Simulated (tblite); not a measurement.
**Geometry relaxation of CH5FGe**

CH5FGe, SMILES [CH3][GeH2][F], computed with GFN2-xTB geometry optimisation, gas phase (tblite 0.8.0).

It belongs to a series of runs on one base structure; here: H on Ge replaced by CH3.

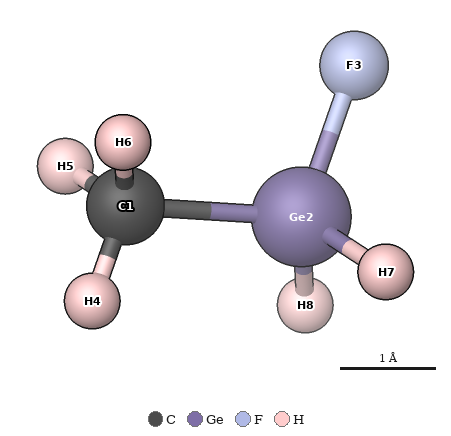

*The starting structure (ball-and-stick view, seen at a tilt; atoms are numbered from 1 in the order of the input). Sticks mark near contacts.*

Bond lengths as drawn: C–Ge 1.96 Å, C–H 1.10 to 1.11 Å, F–Ge 1.75 Å and Ge–H 1.54 to 1.56 Å.

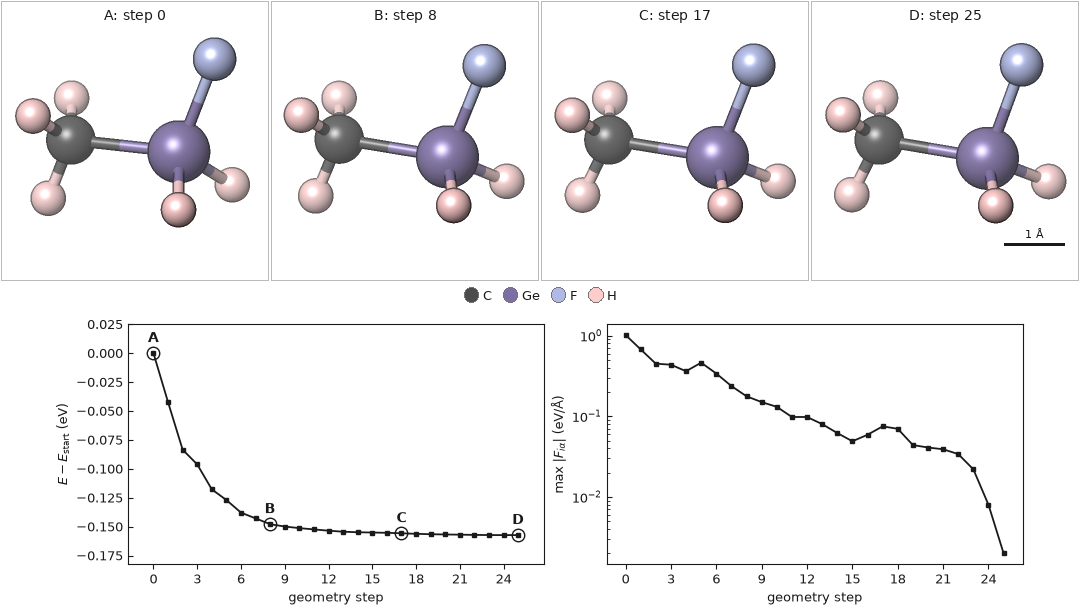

*Frames of the relaxation (ball-and-stick view, seen at a tilt) above the curves, on which the letters mark them (steps are counted from 0).*

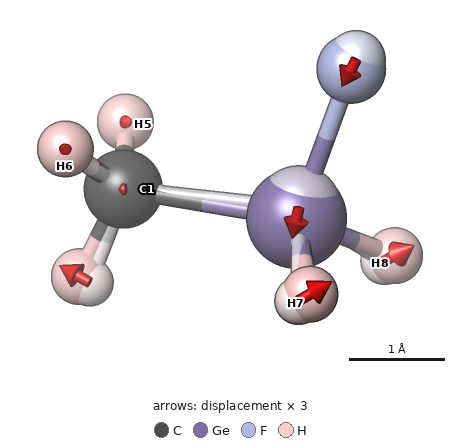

*Start (faint) and end (solid) with the displacements as red arrows, magnified 3 times (ball-and-stick view, seen at a tilt). The two geometries are laid on each other by the best rigid fit.*

After 25 geometry steps the energy has fallen by 0.157 eV. The largest force component goes from 1 to 0.002 eV/Å. The largest moves after the best rigid fit, 0.14 Å, are those of H7 and H8. Largest moves by element: H 0.14 Å, Ge 0.12 Å, F 0.12 Å, C 0.03 Å. Distances before and after: Ge2–H8 1.556 → 1.504 Å, Ge2–H7 1.543 → 1.504 Å, C1–H5 1.114 → 1.088 Å, C1–H4 1.099 → 1.086 Å. Among the angles that change: F3–Ge2–H7 110.3° → 101.7°, C1–Ge2–H8 108.5° → 116.8°, F3–Ge2–H8 109.1° → 101.7°. (Atoms are counted from 1 in the order of the input.)

These pictures come from the run below.

Input file:
```
{"job": {"kind": "relax", "xc": "GFN2-xTB", "basis": "xTB"}, "charge": 0, "multiplicity": 1}
C      1.038400     0.088200    -0.056600
Ge    -0.905700    -0.118700     0.021200
F     -1.621200     1.369200     0.593700
H      1.489900    -0.846600    -0.417700
H      1.418500     0.336700     0.960400
H      1.274200     0.910000    -0.763000
H     -1.443500    -0.465600    -1.382700
H     -1.241700    -1.263800     1.020100
```

The first line tells a small driver script what to run in tblite; the rest is the geometry in Å.

Command:
```bash
OMP_NUM_THREADS=1 python <driver script> task.json out
```

The program's output:
```
step      E/eV     max force
  0    -309.61786    1.043
  1    -309.66021    0.711
  2    -309.70129    0.487
  3    -309.71405    0.473
  4    -309.73562    0.374
  5    -309.74486    0.477
  6    -309.75573    0.344
  7    -309.76071    0.281
  8    -309.76574    0.201
  9    -309.76776    0.161
 10    -309.76915    0.140
 11    -309.77025    0.125
 12    -309.77136    0.130
 13    -309.77224    0.095
 14    -309.77271    0.063
 15    -309.77294    0.052
 16    -309.77320    0.079
 17    -309.77360    0.093
 18    -309.77407    0.079
 19    -309.77441    0.051
 20    -309.77462    0.042
 21    -309.77480    0.045
 22    -309.77500    0.045
 23    -309.77513    0.031
 24    -309.77517    0.011
 25    -309.77518    0.002
```

Trajectory as extended XYZ (Å, eV, eV/Å), 13 of the 26 frames kept, from step=0 to step=25:
```
8
Properties=species:S:1:pos:R:3:forces:R:3 step=0 energy=-309.61786
C     1.0384    0.0882   -0.0566    0.2550   0.5180   0.1640
Ge   -0.9057   -0.1187    0.0212    0.1640  -1.0190  -0.1470
F    -1.6212    1.3692    0.5937   -0.0350  -0.1740  -0.0810
H     1.4899   -0.8466   -0.4177   -0.0750   0.4530   0.2110
H     1.4185    0.3367    0.9604   -0.0450  -0.1560  -0.8330
H     1.2742    0.9100   -0.7630    0.1200  -0.4800   0.5040
H    -1.4435   -0.4656   -1.3827   -0.1760   0.2970   0.4300
H    -1.2417   -1.2638    1.0201   -0.2070   0.5620  -0.2480
8
Properties=species:S:1:pos:R:3:forces:R:3 step=2 energy=-309.70129
C     1.0426    0.1021   -0.0530   -0.3500  -0.2350  -0.1140
Ge   -0.8953   -0.1638    0.0144    0.1570  -0.0040  -0.0600
F    -1.6215    1.3553    0.5879    0.0870  -0.4490  -0.1660
H     1.4874   -0.8233   -0.4069    0.1490   0.0290   0.0240
H     1.4208    0.3322    0.9285    0.2360   0.1170   0.2240
H     1.2830    0.8939   -0.7433    0.2000   0.2470  -0.1160
H    -1.4539   -0.4504   -1.3613   -0.2200   0.1570   0.1490
H    -1.2539   -1.2366    1.0092   -0.2600   0.1380   0.0580
8
Properties=species:S:1:pos:R:3:forces:R:3 step=4 energy=-309.73562
C     1.0286    0.1009   -0.0557    0.3620   0.0900   0.0200
Ge   -0.8816   -0.1880    0.0065   -0.1220   0.1980   0.0210
F    -1.6154    1.3152    0.5726    0.0490  -0.2650  -0.0960
H     1.4980   -0.8112   -0.4006    0.1690  -0.1310  -0.0680
H     1.4361    0.3368    0.9226   -0.0010   0.0480   0.0800
H     1.3002    0.8996   -0.7385   -0.0090   0.0820  -0.0440
H    -1.4766   -0.4308   -1.3403   -0.2250   0.0510  -0.0920
H    -1.2804   -1.2129    1.0088   -0.2230  -0.0740   0.1790
8
Properties=species:S:1:pos:R:3:forces:R:3 step=6 energy=-309.75573
C     1.0412    0.1036   -0.0573    0.3390   0.0530   0.0220
Ge   -0.8772   -0.1959    0.0021    0.0440  -0.1280   0.0000
F    -1.6093    1.2721    0.5565   -0.1140   0.1840   0.0670
H     1.5167   -0.8095   -0.4001    0.1370  -0.0290  -0.0480
H     1.4474    0.3434    0.9242   -0.0720   0.0080  -0.0010
H     1.3122    0.9092   -0.7382   -0.0680  -0.0280   0.0080
H    -1.5080   -0.4134   -1.3314   -0.1540  -0.0060  -0.1270
H    -1.3139   -1.2001    1.0195   -0.1120  -0.0550   0.0800
8
Properties=species:S:1:pos:R:3:forces:R:3 step=8 energy=-309.76574
C     1.0642    0.1047   -0.0579   -0.0750  -0.0910  -0.0210
Ge   -0.8723   -0.2046    0.0000    0.0770  -0.1270  -0.0370
F    -1.6133    1.2640    0.5534   -0.0710   0.1770   0.0650
H     1.5351   -0.8112   -0.4033    0.1520   0.0540  -0.0090
H     1.4491    0.3479    0.9285    0.0020   0.0070   0.0200
H     1.3137    0.9140   -0.7395   -0.0100  -0.0160  -0.0030
H    -1.5315   -0.4065   -1.3355   -0.0420  -0.0120   0.0070
H    -1.3359   -1.1988    1.0298   -0.0320   0.0080  -0.0230
8
Properties=species:S:1:pos:R:3:forces:R:3 step=10 energy=-309.76915
C     1.0706    0.1015   -0.0587   -0.0910  -0.0570  -0.0080
Ge   -0.8680   -0.2136   -0.0025   -0.0510   0.0420  -0.0010
F    -1.6178    1.2686    0.5550    0.0360   0.0070   0.0010
H     1.5511   -0.8089   -0.4051    0.1310   0.0500   0.0040
H     1.4495    0.3496    0.9300   -0.0080  -0.0100  -0.0150
H     1.3135    0.9143   -0.7395   -0.0170  -0.0270   0.0100
H    -1.5432   -0.4043   -1.3364    0.0050  -0.0160   0.0490
H    -1.3467   -1.1978    1.0326   -0.0050   0.0120  -0.0400
8
Properties=species:S:1:pos:R:3:forces:R:3 step=12 energy=-309.77136
C     1.0685    0.0958   -0.0596    0.0410   0.0120   0.0040
Ge   -0.8689   -0.2171   -0.0041   -0.0790   0.0980   0.0320
F    -1.6177    1.2724    0.5563    0.0850  -0.0640  -0.0270
H     1.5709   -0.8032   -0.4056    0.0500   0.0190   0.0100
H     1.4486    0.3497    0.9288   -0.0480  -0.0210  -0.0300
H     1.3118    0.9117   -0.7381   -0.0490  -0.0240   0.0150
H    -1.5503   -0.4041   -1.3330    0.0030  -0.0160   0.0190
H    -1.3538   -1.1958    1.0309   -0.0030  -0.0040  -0.0210
8
Properties=species:S:1:pos:R:3:forces:R:3 step=15 energy=-309.77294
C     1.0691    0.0914   -0.0606    0.0030   0.0080  -0.0040
Ge   -0.8734   -0.2133   -0.0030    0.0400  -0.0330  -0.0070
F    -1.6108    1.2726    0.5558    0.0490   0.0150   0.0010
H     1.5889   -0.7980   -0.4054   -0.0170  -0.0070   0.0070
H     1.4437    0.3483    0.9275   -0.0300   0.0000   0.0170
H     1.3057    0.9093   -0.7371   -0.0340   0.0210  -0.0100
H    -1.5552   -0.4057   -1.3298   -0.0050  -0.0040   0.0010
H    -1.3590   -1.1953    1.0280   -0.0060   0.0000  -0.0050
8
Properties=species:S:1:pos:R:3:forces:R:3 step=17 energy=-309.77360
C     1.0709    0.0914   -0.0613   -0.0640  -0.0230  -0.0060
Ge   -0.8716   -0.2137   -0.0028    0.0370  -0.0750  -0.0400
F    -1.6008    1.2732    0.5552    0.0290   0.0440   0.0130
H     1.5929   -0.7972   -0.4043   -0.0080   0.0020  -0.0020
H     1.4373    0.3476    0.9289    0.0070   0.0220   0.0310
H     1.2986    0.9108   -0.7378    0.0040   0.0280  -0.0090
H    -1.5571   -0.4071   -1.3288    0.0020   0.0020   0.0090
H    -1.3612   -1.1956    1.0263   -0.0050  -0.0010   0.0030
8
Properties=species:S:1:pos:R:3:forces:R:3 step=19 energy=-309.77441
C     1.0704    0.0903   -0.0624   -0.0440  -0.0150   0.0060
Ge   -0.8677   -0.2199   -0.0050   -0.0270  -0.0360  -0.0250
F    -1.5833    1.2758    0.5547    0.0280   0.0190   0.0050
H     1.6001   -0.7946   -0.4026   -0.0030   0.0140  -0.0120
H     1.4282    0.3478    0.9313    0.0220   0.0320   0.0040
H     1.2884    0.9139   -0.7383    0.0280   0.0030   0.0140
H    -1.5610   -0.4085   -1.3259   -0.0010   0.0010  -0.0140
H    -1.3660   -1.1953    1.0237   -0.0040  -0.0170   0.0220
8
Properties=species:S:1:pos:R:3:forces:R:3 step=21 energy=-309.77480
C     1.0680    0.0893   -0.0624    0.0160   0.0120   0.0120
Ge   -0.8676   -0.2251   -0.0073   -0.0390   0.0160   0.0160
F    -1.5743    1.2773    0.5545    0.0290  -0.0110  -0.0060
H     1.6031   -0.7923   -0.4026   -0.0050   0.0110  -0.0090
H     1.4257    0.3499    0.9318    0.0010   0.0150  -0.0210
H     1.2861    0.9149   -0.7372    0.0120  -0.0160   0.0230
H    -1.5632   -0.4088   -1.3254   -0.0110  -0.0050  -0.0360
H    -1.3688   -1.1958    1.0240   -0.0030  -0.0210   0.0210
8
Properties=species:S:1:pos:R:3:forces:R:3 step=23 energy=-309.77513
C     1.0662    0.0890   -0.0616    0.0220   0.0130   0.0030
Ge   -0.8701   -0.2284   -0.0083   -0.0040   0.0210   0.0220
F    -1.5646    1.2787    0.5542    0.0090  -0.0100  -0.0050
H     1.6044   -0.7901   -0.4033   -0.0040   0.0020   0.0020
H     1.4240    0.3529    0.9317   -0.0080  -0.0050  -0.0150
H     1.2852    0.9153   -0.7351   -0.0050  -0.0090   0.0080
H    -1.5653   -0.4096   -1.3281   -0.0090  -0.0050  -0.0190
H    -1.3707   -1.1983    1.0260   -0.0020  -0.0070   0.0030
8
Properties=species:S:1:pos:R:3:forces:R:3 step=25 energy=-309.77518
C     1.0664    0.0892   -0.0616    0.0000   0.0010  -0.0010
Ge   -0.8704   -0.2281   -0.0078    0.0020   0.0010   0.0010
F    -1.5625    1.2790    0.5541    0.0000   0.0010   0.0010
H     1.6045   -0.7898   -0.4033    0.0000   0.0010   0.0020
H     1.4232    0.3532    0.9316    0.0010  -0.0020  -0.0010
H     1.2845    0.9153   -0.7348    0.0010   0.0010   0.0000
H    -1.5657   -0.4102   -1.3291   -0.0010  -0.0020  -0.0010
H    -1.3709   -1.1992    1.0263   -0.0010  -0.0010  -0.0010
```

Key numbers:

- outcome: converged
- total energy: −309.7752 eV
- hardware: 1 CPU thread, shared host
- peak memory: 0.18 GiB
